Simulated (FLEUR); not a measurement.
# GdNi2: parallel and opposed starts

Aim: find out whether GdNi2 carries moments, and which collinear order costs least.

Program: FLEUR MaX-R8.1. Level of theory: LDA (VWN) with U = 6.7 eV, J = 0.7 eV on Gd f; all-electron FLAPW, Dirac cores, scalar-relativistic bands. Results are calculated unless marked as measured.

### 1. Starting point

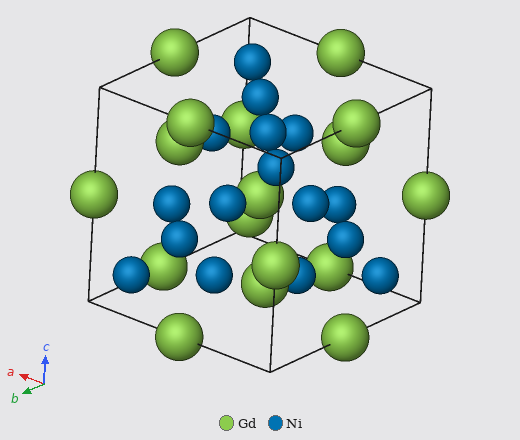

The cell as given, from a free direction (gadolinium green, nickel blue). This picture shows the conventional cell, with its axes. Some periodic images of atoms are drawn too.

Structure file:

```xyz
6
Lattice="0.0000 3.5731 3.5731 3.5731 0.0000 3.5731 3.5731 3.5731 0.0000" Properties=species:S:1:pos:R:3 pbc="T T T"
Gd    0.0000    0.0000    0.0000
Gd    1.7865    1.7865    1.7865
Ni    4.4663    4.4663    4.4663
Ni    4.4663    2.6798    2.6798
Ni    2.6798    4.4663    2.6798
Ni    2.6798    2.6798    4.4663
```

The cell comes from a database of computed structures and need not be the stable phase.

### 2. Start 1: ferro ++++++

The parallel start is the test of whether parallel moments hold. A Hubbard U acts on the open shell, since semilocal functionals spread its electrons too much.

The file n_mmp_mat seeds the f occupations with whole cubic orbitals by Hund's first rule, so that the U acts from the first pass. inpgen writes inp.xml from crystal.txt; cutoffs, mixing, functional, smearing and local orbitals are then set in the file. The k list default-1 (kpts.xml, not shown) is a Γ-centred 8×8×8 mesh; where the ranks do not divide the number of points, some are split in two of half the weight. The seed on Ni dies away in this run, so the pattern is judged on the other seeded atoms.

Contents of inp.xml:

```
<?xml version="1.0" encoding="UTF-8" standalone="no"?>
<fleurInput fleurInputVersion="0.39">
   <comment>
      GdNi2
   </comment>
   <calculationSetup>
      <cutoffs Kmax="3.6" Gmax="10.8" GmaxXC="10.8" numbands="0"/>
      <scfLoop itmax="130" minDistance="0.0001" maxIterBroyd="15" imix="Anderson" alpha="0.05" precondParam="0.0" spinf="2.0" sdNocoIR="T"/>
      <coreElectrons ctail="T" frcor="F" kcrel="0" coretail_lmax="0"/>
      <xcFunctional name="vwn" relativisticCorrections="F"/>
      <magnetism jspins="2"/>
      <soc l_soc="F" theta="0.0" phi="0.0" spav="F"/>
      <expertModes spex="0" secvar="F"/>
      <geometryOptimization l_f="F" forcealpha="1.0" forcemix="BFGS" epsdisp="0.00001" epsforce="0.00001"/>
      <ldaU l_linMix="F" mixParam="0.05" spinf="1.0"/>
   </calculationSetup>
   <cell>
      <bzIntegration valenceElectrons="108.0" mode="hist" fermiSmearingEnergy="0.00293995">
         <kPointListSelection listName="default-1"/>
         <xi:include xmlns:xi="http://www.w3.org/2001/XInclude" href="kpts.xml"> </xi:include>
      </bzIntegration>
      <xi:include xmlns:xi="http://www.w3.org/2001/XInclude" href="sym.xml"> </xi:include>
      <bulkLattice scale="1.0">
         <bravaisMatrix>
            <row-1>    0.0000000000000000     6.7521339302463481     6.7521339302463481</row-1>
            <row-2>    6.7521339302463481     0.0000000000000000     6.7521339302463481</row-2>
            <row-3>    6.7521339302463481     6.7521339302463481     0.0000000000000000</row-3>
         </bravaisMatrix>
      </bulkLattice>
   </cell>
   <atomSpecies>
      <species name="Gadolinium7.000" element="Gd" atomicNumber="64">
         <mtSphere radius="2.8" gridPoints="925" logIncrement="0.014"/>
         <atomicCutoffs lmax="10" lnonsphr="8"/>
         <electronConfig flipSpins="F">
            <coreConfig>(1s1/2) (2s1/2) (2p1/2) (2p3/2) (3s1/2) (3p1/2) (3p3/2) (4s1/2) (3d3/2) (3d5/2) (4p1/2) (4p3/2) (4d3/2) (4d5/2)</coreConfig>
            <valenceConfig>(5s1/2) (5p1/2) (5p3/2) (6s1/2) (4f5/2) (4f7/2) (5d3/2) (5d5/2)</valenceConfig>
            <stateOccupation state="(4f5/2)" spinUp="2.5" spinDown="0.5"/>
            <stateOccupation state="(4f7/2)" spinUp="4.0" spinDown="0.0"/>
            <stateOccupation state="(5d3/2)" spinUp="0.4" spinDown="0.0"/>
            <stateOccupation state="(5d5/2)" spinUp="0.6" spinDown="0.0"/>
         </electronConfig>
         <energyParameters s="6" p="6" d="5" f="4"/>
         <ldaU l="3" U="6.7" J="0.7" l_amf="F"/>
         <lo type="SCLO" l="0" n="5" eDeriv="0"/>
         <lo type="SCLO" l="1" n="5" eDeriv="0"/>
      </species>
      <species name="Nickel (Ni1.001" element="Ni" atomicNumber="28">
         <mtSphere radius="2.33" gridPoints="771" logIncrement="0.016"/>
         <atomicCutoffs lmax="8" lnonsphr="6"/>
         <electronConfig flipSpins="F">
            <coreConfig>(1s1/2) (2s1/2) (2p1/2) (2p3/2)</coreConfig>
            <valenceConfig>(3s1/2) (3p1/2) (3p3/2) (4s1/2) (3d3/2) (3d5/2)</valenceConfig>
            <stateOccupation state="(3d3/2)" spinUp="1.6" spinDown="1.6"/>
            <stateOccupation state="(3d5/2)" spinUp="2.9005" spinDown="1.8995"/>
         </electronConfig>
         <energyParameters s="4" p="4" d="3" f="4"/>
         <lo type="SCLO" l="0" n="3" eDeriv="0"/>
         <lo type="SCLO" l="1" n="3" eDeriv="0"/>
      </species>
   </atomSpecies>
   <atomGroups>
      <atomGroup species="Gadolinium7.000">
         <relPos label="                   1">-1.000/8.000 -1.000/8.000 -1.000/8.000</relPos>
         <relPos label="                   2">1.000/8.000 1.000/8.000 1.000/8.000</relPos>
         <force calculate="T" relaxXYZ="TTT"/>
      </atomGroup>
      <atomGroup species="Nickel (Ni1.001">
         <relPos label="                   3">1.000/2.000 1.000/2.000 1.000/2.000</relPos>
         <relPos label="                   4">.0000000000 1.000/2.000 1.000/2.000</relPos>
         <relPos label="                   5">1.000/2.000 .0000000000 1.000/2.000</relPos>
         <relPos label="                   6">1.000/2.000 1.000/2.000 .0000000000</relPos>
         <force calculate="T" relaxXYZ="TTT"/>
      </atomGroup>
   </atomGroups>
   <output dos="F" band="F" slice="F">
      <bandDOS minEnergy="-.5*Htr" maxEnergy="0.5*Htr" sigma="0.015" storeEVData="T"/>
      <plotting iplot="0" polar="F">
         <plot TwoD="T" vec1="  1.0  0.0  0.0" vec2="  0.0  1.0  0.0" vec3="  0.0  0.0  1.0" zero="  0.0  0.0  0.0" file="plot"/>
      </plotting>
      <moessbauerParams electricFieldGradient="F" isomerShift="F" coreHyperfine="F" valenceHyperfine="F"/>
   </output>
</fleurInput>
```

Contents of crystal.txt:

```
GdNi2
&input film=F cartesian=F /
0.00000000000  3.57307540090  3.57307540090
3.57307540090  0.00000000000  3.57307540090
3.57307540090  3.57307540090  0.00000000000
1.8897261246
1.0 1.0 1.0

6
64 0.00000000000  0.00000000000  0.00000000000 : 7.000
64 0.25000000000  0.25000000000  0.25000000000 : 7.000
28 0.62500000000  0.62500000000  0.62500000000 : 1.001
28 0.12500000000  0.62500000000  0.62500000000 : 1.001
28 0.62500000000  0.12500000000  0.62500000000 : 1.001
28 0.62500000000  0.62500000000  0.12500000000 : 1.001

&kpt div1=8 div2=8 div3=8 gamma=T /
```

Run with:

```
OMP_NUM_THREADS=1 inpgen -f crystal.txt > inpgen.log  # inp.xml is then edited as shown
OMP_NUM_THREADS=1 mpirun -n 4 fleur_MPI > fleur.log
```

The program printed:

```text
Welcome to FLEUR        (www.flapw.de)
      MaX-Release 8.1          (www.max-centre.eu)

 ========== k-point set info ==========
 Selected k-point list: default-1
 k-point list type: mesh
 0 x 0 x 0
 Number of k points: 32

 ------------Calculation Setup---------------------------
 Number of MPI-tasks      :            4
 Number of PE/node        :            4
 Number of OMP-threads    :            1
 k-points in parallel     :            4
 pe's per k-point         :            1
 No of k-point loops      :            8
 Eigenvalue solver        :       lapack
 Number of basis functions:          567
 Approximate size of matrices (H+S) per k-point:         0.005 GB
 --------------------------------------------------------
 Iteration:     1   Distance:      33.44799175 me/bohr^3
 Iteration:     2   Distance:      31.62619380 me/bohr^3
 Iteration:     3   Distance:      26.08504264 me/bohr^3
 Iteration:     4   Distance:      33.55950030 me/bohr^3
 Iteration:     5   Distance:       7.28835277 me/bohr^3
 Iteration:     6   Distance:       6.94946149 me/bohr^3
 Iteration:     7   Distance:       9.21299433 me/bohr^3
 Iteration:     8   Distance:       5.56009235 me/bohr^3
 Iteration:     9   Distance:       3.90586007 me/bohr^3
 Iteration:    10   Distance:       3.12633462 me/bohr^3
 Iteration:    11   Distance:       2.93833997 me/bohr^3
 Iteration:    12   Distance:       3.50446550 me/bohr^3
 Iteration:    13   Distance:       3.08034578 me/bohr^3
 Iteration:    14   Distance:       0.99514682 me/bohr^3
 Iteration:    15   Distance:       1.30446608 me/bohr^3
 Iteration:    16   Distance:       0.42994268 me/bohr^3
 Iteration:    17   Distance:       0.22606706 me/bohr^3
 Iteration:    18   Distance:       0.16649359 me/bohr^3
 Iteration:    19   Distance:       0.26191931 me/bohr^3
 Iteration:    20   Distance:       0.04117312 me/bohr^3
 Iteration:    21   Distance:       0.02923249 me/bohr^3
 Iteration:    22   Distance:       0.02649978 me/bohr^3
 Iteration:    23   Distance:       0.00292275 me/bohr^3
 Iteration:    24   Distance:       0.00290314 me/bohr^3
 Iteration:    25   Distance:       0.00412216 me/bohr^3
 Iteration:    26   Distance:       0.00096497 me/bohr^3
 Iteration:    27   Distance:       0.00100331 me/bohr^3
 Iteration:    28   Distance:       0.00007539 me/bohr^3

 ********************************************************************
 Run finished successfully
 Stop message:
   all done
 ********************************************************************

--- out.xml (last complete iteration) ---
<iteration numberForCurrentRun="   28" overallNumber="   28">
         [... left out ...]
         <bandgap value="0.0001828314" units="eV"/>
         <sumValenceSingleParticleEnergies value="-69.4846433230" units="Htr"/>
         <FermiEnergy value="0.3660063677" units="Htr"/>
         <valenceDensity>
            <mtCharges spin="1">
               <mtCharge atomType="1" total="11.7475807" s="1.1346320" p="3.0049303" d="0.6188672" f="6.9808383"/>
               <mtCharge atomType="2" total="8.5584930" s="1.2473094" p="3.2021385" d="4.0970262" f="0.0091637"/>
            </mtCharges>
            <mtCharges spin="2">
               <mtCharge atomType="1" total="4.5820782" s="1.1161617" p="2.9645408" d="0.4403901" f="0.0535247"/>
               <mtCharge atomType="2" total="8.6643687" s="1.2509459" p="3.1846002" d="4.2177405" f="0.0084113"/>
            </mtCharges>
            <spinDependentCharge spin="1" total="61.0971612" interstitial="3.3680277" mtSpheres="57.7291335"/>
            <spinDependentCharge spin="2" total="46.9028388" interstitial="3.0812078" mtSpheres="43.8216310"/>
            <totalCharge value="108.0000000000"/>
         </valenceDensity>
         [... left out ...]
         <allElectronCharges>
            <spinDependentCharge spin="1" total="127.0971612" interstitial="3.3680372" mtSpheres="123.7291240"/>
            <spinDependentCharge spin="2" total="112.9028388" interstitial="3.0812196" mtSpheres="109.8216192"/>
            <totalCharge value="239.9999999867"/>
         </allElectronCharges>
         <magneticMomentsInMTSpheres units="muBohr">
            <globalMagMoment atomType="1" vec="0.00000   0.00000   7.16550"/>
            <localMagMoment atomType="1" vec="0.00000   0.00000   7.16550"/>
            <globalMagMoment atomType="2" vec="0.00000   0.00000  -0.10588"/>
            <localMagMoment atomType="2" vec="0.00000   0.00000  -0.10588"/>
         </magneticMomentsInMTSpheres>
         <moessbauerParams unitsHFF="kG" unitsIS="e/bohr^3" unitsEFG="Htr/bohr^2">
         </moessbauerParams>
         <totalEnergy value="   -28619.7629558853" units="Htr">
            <sumOfEigenvalues value="   -17347.2394167217">
               <coreElectrons value="-17277.7547733987"/>
               <valenceElectrons value="-69.4846433230"/>
            </sumOfEigenvalues>
            <densityCoulombPotentialIntegral value="-47126.7425993449"/>
            <densityEffectivePotentialIntegral value="-48094.9912987351"/>
            <chargeDenXCDenIntegral value="-730.2479771250"/>
            <FockExchangeEnergyValence value="0.0000000000"/>
            <FockExchangeEnergyCore value="0.0000000000"/>
            <atomTypeDependentContributions atomType="1">
               <electronNucleiInteractionDifferentMTs value="27681.0395929354"/>
               <MadelungTerm value="-58.3230881674"/>
            </atomTypeDependentContributions>
            <atomTypeDependentContributions atomType="2">
               <electronNucleiInteractionDifferentMTs value="7295.7865340355"/>
               <MadelungTerm value="-40.2814702031"/>
            </atomTypeDependentContributions>
            <dftUCorrection value="-1.5351242402"/>
            <tkbTimesEntropy value="0.0023337991"/>
            <freeEnergy value="-28619.7652896844"/>
            <extrapolationTo0K value="-28619.7641227848"/>
         </totalEnergy>
         <ldaUDensityMatrix>
            <densityMatrixFor spin="1" atomType="1" uIndex="1" l="3" U="6.70000000" J="0.70000000">
               (+0.99741,+0.00000) (+0.00000,+0.00000) (+0.00000,+0.00000) (+0.00000,+0.00000) (-0.00005,+0.00000) (+0.00000,+0.00000) (+0.00000,+0.00000)
               (+0.00000,+0.00000) (+0.99689,+0.00000) (+0.00000,+0.00000) (+0.00000,+0.00000) (+0.00000,+0.00000) (+0.00059,+0.00000) (+0.00000,+0.00000)
               (+0.00000,+0.00000) (+0.00000,+0.00000) (+0.99744,+0.00000) (+0.00000,+0.00000) (+0.00000,+0.00000) (+0.00000,+0.00000) (-0.00005,+0.00000)
               (+0.00000,+0.00000) (+0.00000,+0.00000) (+0.00000,+0.00000) (+0.99737,+0.00000) (+0.00000,+0.00000) (+0.00000,+0.00000) (+0.00000,+0.00000)
               (-0.00005,+0.00000) (+0.00000,+0.00000) (+0.00000,+0.00000) (+0.00000,+0.00000) (+0.99744,+0.00000) (+0.00000,+0.00000) (+0.00000,+0.00000)
               (+0.00000,+0.00000) (+0.00059,+0.00000) (+0.00000,+0.00000) (+0.00000,+0.00000) (+0.00000,+0.00000) (+0.99689,+0.00000) (+0.00000,+0.00000)
               (+0.00000,+0.00000) (+0.00000,+0.00000) (-0.00005,+0.00000) (+0.00000,+0.00000) (+0.00000,+0.00000) (+0.00000,+0.00000) (+0.99741,+0.00000)
            </densityMatrixFor>
            <densityMatrixFor spin="2" atomType="1" uIndex="1" l="3" U="6.70000000" J="0.70000000">
               (+0.00802,+0.00000) (+0.00000,+0.00000) (+0.00000,+0.00000) (+0.00000,+0.00000) (+0.00022,+0.00000) (+0.00000,+0.00000) (+0.00000,+0.00000)
               (+0.00000,+0.00000) (+0.00675,+0.00000) (+0.00000,+0.00000) (+0.00000,+0.00000) (+0.00000,+0.00000) (+0.00098,+0.00000) (+0.00000,+0.00000)
               (+0.00000,+0.00000) (+0.00000,+0.00000) (+0.00790,+0.00000) (+0.00000,+0.00000) (+0.00000,+0.00000) (+0.00000,+0.00000) (+0.00022,+0.00000)
               (+0.00000,+0.00000) (+0.00000,+0.00000) (+0.00000,+0.00000) (+0.00819,+0.00000) (+0.00000,+0.00000) (+0.00000,+0.00000) (+0.00000,+0.00000)
               (+0.00022,+0.00000) (+0.00000,+0.00000) (+0.00000,+0.00000) (+0.00000,+0.00000) (+0.00790,+0.00000) (+0.00000,+0.00000) (+0.00000,+0.00000)
               (+0.00000,+0.00000) (+0.00098,+0.00000) (+0.00000,+0.00000) (+0.00000,+0.00000) (+0.00000,+0.00000) (+0.00675,+0.00000) (+0.00000,+0.00000)
               (+0.00000,+0.00000) (+0.00000,+0.00000) (+0.00022,+0.00000) (+0.00000,+0.00000) (+0.00000,+0.00000) (+0.00000,+0.00000) (+0.00802,+0.00000)
            </densityMatrixFor>
         </ldaUDensityMatrix>
         <ldaUDensityMatrixConvergence>
            <distance spin="1" distance="0.000000"/>
            <distance spin="2" distance="0.000000"/>
         </ldaUDensityMatrixConvergence>
         <densityConvergence units="me/bohr^3">
            <chargeDensity spin="1" distance="0.0000504021"/>
            <chargeDensity spin="2" distance="0.0000352377"/>
            <overallChargeDensity distance="0.0000753900"/>
            <spinDensity distance="0.0000433645"/>
         </densityConvergence>
      </iteration>
```

It took 1.7 min on 4 MPI ranks of Intel Xeon Platinum 8259CL at 2.50GHz (Skylake/Cascade Lake), shared host; peak memory 0.32 GiB.

Spin moment in the muffin-tin sphere by atom:

```csv
atom,spin moment in the muffin-tin sphere (μB)
Gd1,7.17
Gd2,7.17
Ni3,-0.11
Ni4,-0.11
Ni5,-0.11
Ni6,-0.11
```

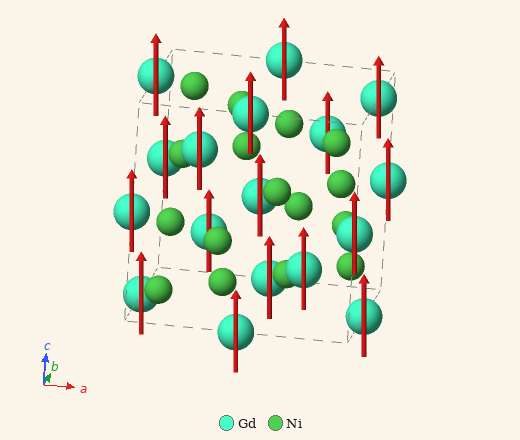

Spin moment in the muffin-tin sphere as arrows, the longest 7.17 μB. Up and down stand for the sign. Arrows give size and sign along the axis of quantisation, drawn up and down the page. Some periodic images of atoms are drawn too.

Read from the output:

```yaml
free_energy: -778783.4876 eV
program_s_band_gap_on_this_mesh_in_a_metal_only_a_level_spacing: 1.83e-4 eV
magnetization: 14.19 μB
final_state: ferromagnetic, with opposed induced moments
```

After 28 cycles the largest moment stands at 7.17 μB.

(Continued in part 2 of 3.)

[Logs and program files are shortened in this print: banners, set-up blocks, solver, clock and traceback lines can be left out without a mark of their own.]

[Logs are printed without paths, hosts, clocks, repeated set-up lines and the standing remarks that a program may print on its own settings, such as how far it seeks lower states.]

[Hosts, paths, dates, database ids (printed as entryN), source tags and the programs' standing remarks are cut or masked in the printed files.]

[Where a cell is said to come from a database of computed structures, the database is the Materials Project.]
